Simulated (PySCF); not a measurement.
C₃H₉Ga

```
atom    x (Å)    y (Å)    z (Å)
   C  -1.3907   0.4550  -0.6342
   C  -0.5978  -0.8018  -0.3071
   C   0.4411  -0.5837   0.7907
  Ga   1.8760   0.7078   0.3648
   H  -1.9075   0.8440   0.2587
   H  -0.7329   1.2572  -1.0124
   H  -2.1540   0.2714  -1.4060
   H  -1.3000  -1.6016  -0.0096
   H  -0.1023  -1.1669  -1.2237
   H  -0.0438  -0.2684   1.7323
   H   0.9553  -1.5320   1.0391
   H   2.2052   1.0629  -1.1380
   H   2.7431   1.3573   1.5103
```

Geometry: PBE0-D3(BJ)/ma-def2-SVP.

All numbers below come from PySCF 2.14.0, density-fitted response routines, DFT single point, gas phase, functional wB97X.

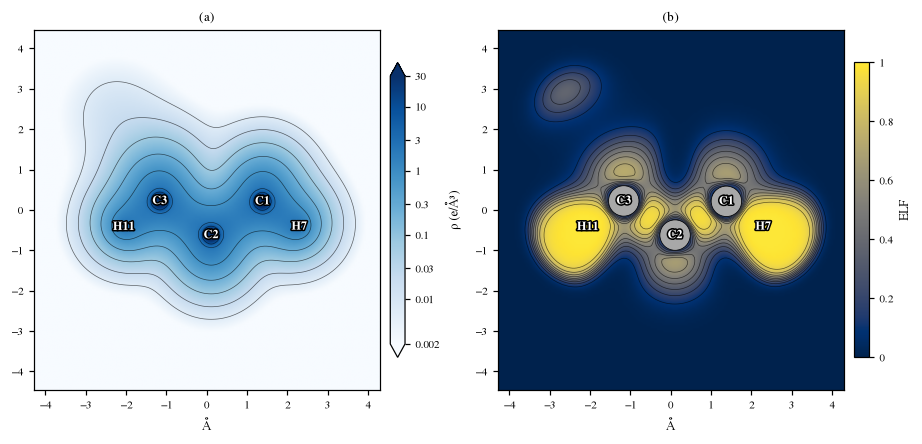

Figure 1. (a) total electron density; (b) electron localisation function on the plane of atoms C1, C2 and C3. Grey discs cover the atomic cores in the ELF map.

### What does the map show?

- Atoms in the plane: C and H.
- C–C (1.52 Å): ρ at the midpoint is about 1.7 e/Å³; the ELF peaks at about 0.95 between the atoms: localised, covalent bonding.
- C–H (1.10 Å): ρ is about 1.9 e/Å³ halfway; the ELF climbs to about 1 towards the hydrogen, as it does in any bond to H (an ordinary covalent bond to hydrogen).

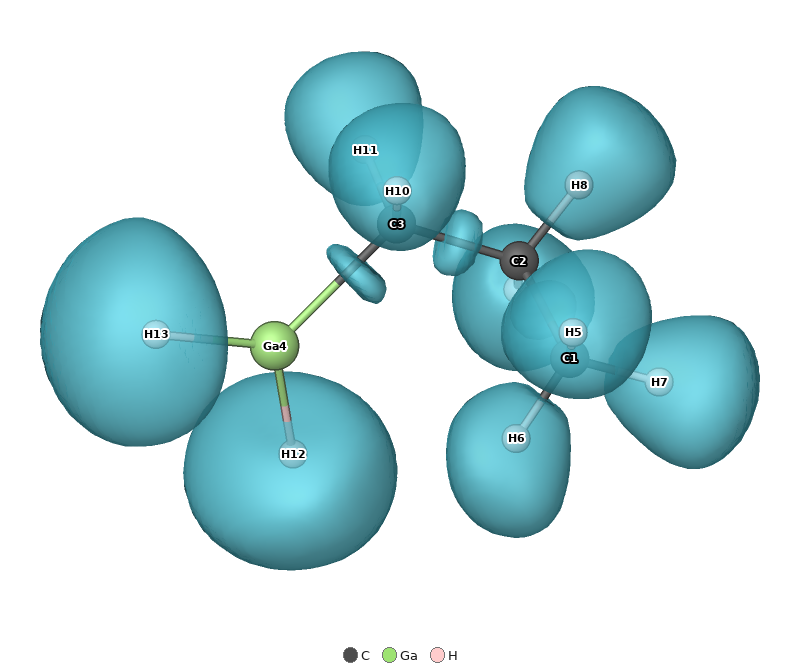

Figure 2. Isosurface of the ELF at 0.85 (cyan), seen at a tilt. Only the valence region is drawn (cores and ρ < 0.01 e/Å³ removed).

### Identify the bonds, lone pairs and shells in this picture.

The surface consists of two regions between bonded C–C atoms (shared pairs), nine regions around hydrogen nuclei and one lobe of the valence shell of C pointing towards Ga (polar bonds). Profiles from the grid: C–Ga (1.98 Å): the ELF peaks at about 0.90 in the valence shell of C, 0.7 Å from its nucleus, and is about 0.60 at the midpoint.

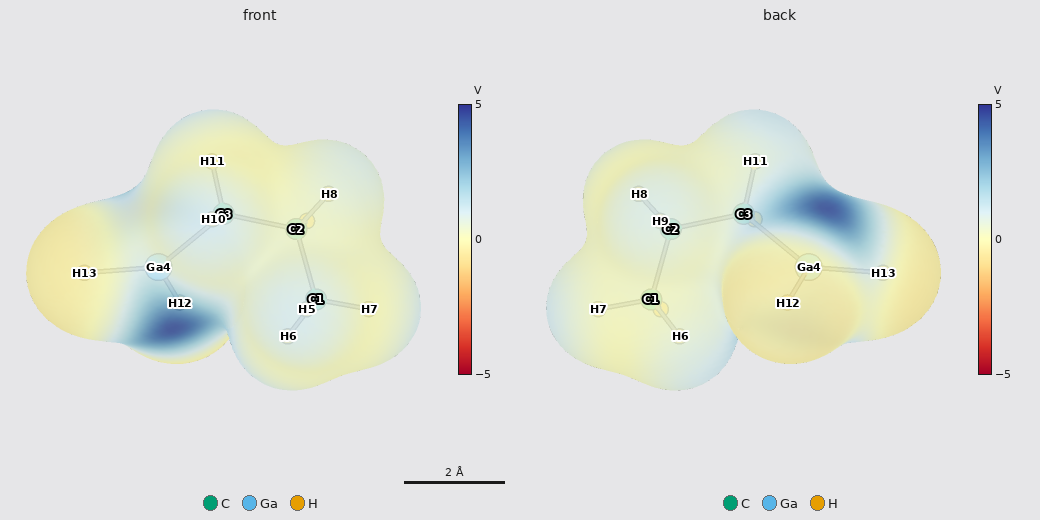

Figure 3. The electrostatic potential painted on the density surface at 0.004 e/bohr³, seen from the front and from behind; red is negative and blue positive.

### Where is the surface potential most negative and most positive?

The most negative region (about −0.5 V, or −12 kcal/mol for a unit charge) lies over H12 and H13, the most positive (about +4.3 V, or +99 kcal/mol for a unit charge) over Ga4.
